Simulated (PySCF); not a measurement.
```yaml
atoms:
  - { symbol: C, position_ang: [-1.3674, 0.7851, 0.5701] }
  - { symbol: N, position_ang: [-0.7811, -0.3864, -0.0315] }
  - { symbol: C, position_ang: [-1.5633, -1.5747, 0.2027] }
  - { symbol: Si, position_ang: [0.9059, -0.5259, -0.3194] }
  - { symbol: O, position_ang: [1.1940, -1.6897, -1.4097] }
  - { symbol: O, position_ang: [1.3613, 0.9219, -0.8885] }
  - { symbol: Si, position_ang: [2.1578, 2.3250, -0.7747] }
  - { symbol: H, position_ang: [-0.7617, 1.6540, 0.3298] }
  - { symbol: H, position_ang: [-1.4375, 0.6911, 1.6613] }
  - { symbol: H, position_ang: [-2.3763, 0.9367, 0.1753] }
  - { symbol: H, position_ang: [-1.0762, -2.4249, -0.2656] }
  - { symbol: H, position_ang: [-1.6729, -1.7838, 1.2738] }
  - { symbol: H, position_ang: [-2.5630, -1.4540, -0.2250] }
  - { symbol: H, position_ang: [1.7689, -0.9292, 0.7829] }
  - { symbol: H, position_ang: [0.8589, -1.6016, -2.2985] }
  - { symbol: H, position_ang: [1.7604, 3.0031, 0.4552] }
  - { symbol: H, position_ang: [3.5853, 2.0653, -0.8952] }
```

Geometry: GFN2-xTB.

The calculation used UKS B3LYP, pcH-1 on C H N O Si, non-relativistic, mean-field spin-orbit, GIAO in PySCF.

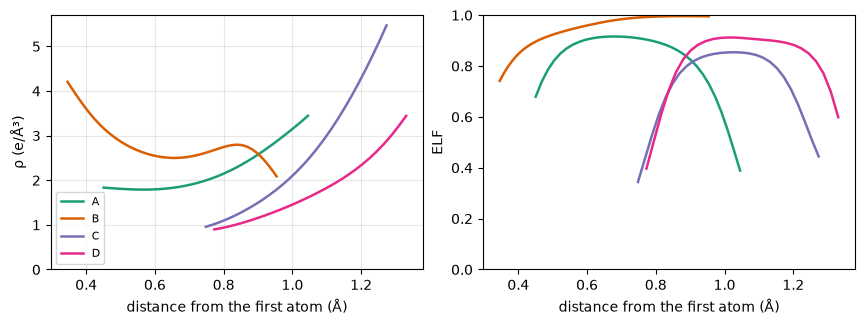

C2H10NO2Si2 (doublet). Electron density and electron localisation function along straight lines between neighbouring atoms. The curves leave out the atomic cores.

Which curve belongs to which contact (C–N, O–H, Si–N and Si–O)? The first atom named is at distance zero.

Answer. Curve A: C–N (1.44 Å): the density is about 1.9 e/Å³ at the midpoint; the ELF peaks at about 0.90 between the atoms: a shared electron pair. Curve B: O–H (0.95 Å): ρ at the midpoint is about 3 e/Å³; the ELF climbs to about 1 towards the hydrogen, as it does in any bond to H; an ordinary covalent bond to hydrogen. Curve C: Si–O (1.62 Å): ρ is about 1.1 e/Å³ halfway; the ELF peaks at about 0.85 between the atoms: a short, strongly polar bond. Curve D: Si–N (1.72 Å): ρ is about 1.1 e/Å³ halfway; the ELF peaks at about 0.90 between the atoms (a shared but strongly polarised pair).
